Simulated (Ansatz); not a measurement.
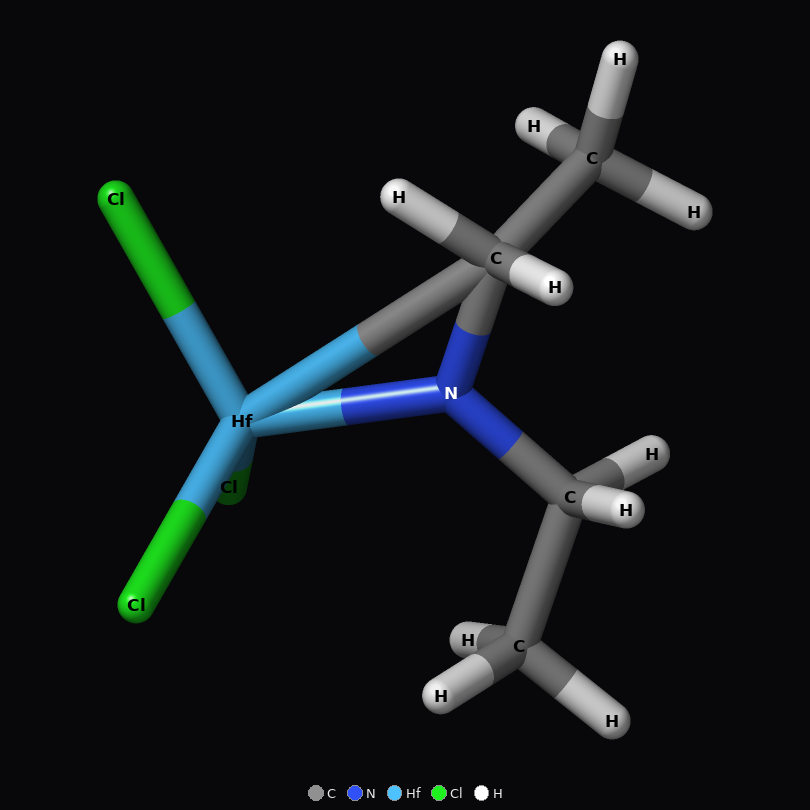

A stick model of a molecule.

The species is neutral and a spin singlet. Computed geometry: PBE0-D4/def2-TZVP optimisation. No frequency run is at hand to confirm it as a minimum.

Give the formula.

Answer. C₄H₁₀Cl₃HfN, 19 atoms: 4 carbon, 10 hydrogen, 3 chlorine, 1 hafnium and 1 nitrogen.

Which point group does it belong to?

Answer. C1.
